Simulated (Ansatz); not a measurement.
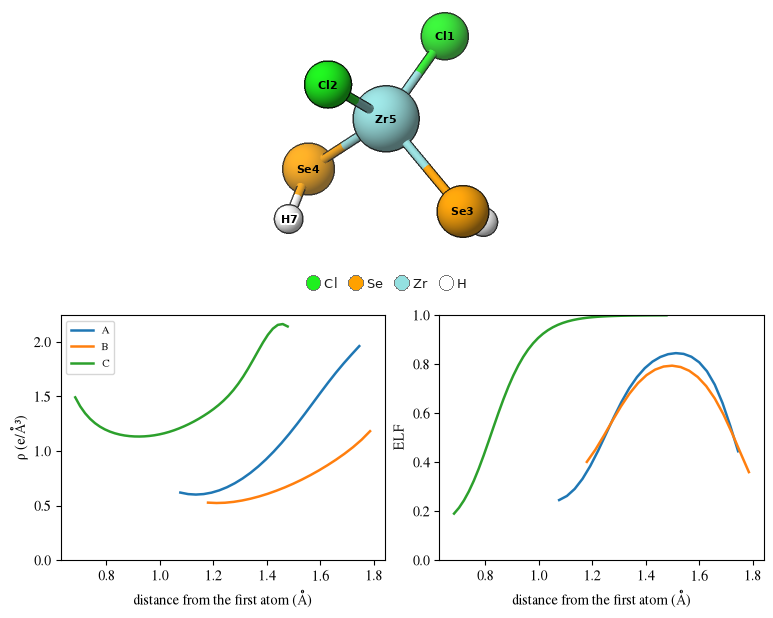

Cl₂H₂Se₂Zr (SMILES [Cl][Zr]([Cl])([SeH])[SeH]). Electron density and electron localisation function along straight lines between neighbouring atoms. The curves leave out the atomic cores. The structure is drawn too.

Geometry: PBE0-D4/def2-SVP; core potentials replace the inner electrons of Zr.

The calculation used Ansatz, isolated molecule in a Gaussian basis; Kohn-Sham density functional theory, functional PBE0.

Input file:

```
crystal:
  periodic: [false, false, false]
  atoms:
    - {symbol: Cl, position_ang: [-1.283407, -2.332449, -0.700757]}
    - {symbol: Cl, position_ang: [2.251133, -1.375824, 0.791374]}
    - {symbol: Se, position_ang: [-0.794696, 0.681384, 1.952376]}
    - {symbol: Se, position_ang: [0.390800, 0.890939, -1.993157]}
    - {symbol: Zr, position_ang: [0.174863, -0.666476, 0.015798]}
    - {symbol: H, position_ang: [-1.931234, 1.015078, 1.069080]}
    - {symbol: H, position_ang: [1.192551, 1.787359, -1.134704]}
basis:
  gaussian:
    orbitals: def2-SVPD
hamiltonian:
  xc: pbe0
output:
  forces: true
  orbitals: {seedname: orbitals}
```

Launched as:

```sh
ansatz run input.yaml --threads 2 --pin off --max-ram 6090MiB --events-out events.jsonl --progress --plain --runs-dir runs
```

> Which curve belongs to which contact (Se–H, Zr–Cl and Zr–Se)? The first atom named is at distance zero.

Curve A: Zr–Cl (2.33 Å): ρ is about 0.61 e/Å³ halfway; the ELF peaks at about 0.85 in the valence shell of Cl, 0.8 Å from its nucleus, and is about 0.35 at the midpoint. Curve B: Zr–Se (2.55 Å): ρ at the midpoint is about 0.53 e/Å³; the ELF peaks at about 0.80 in the valence shell of Se, 1.1 Å from its nucleus, and is about 0.55 at the midpoint. Curve C: Se–H (1.48 Å): the density is about 1.3 e/Å³ at the midpoint; the ELF climbs to about 1 towards the hydrogen, as it does in any bond to H.
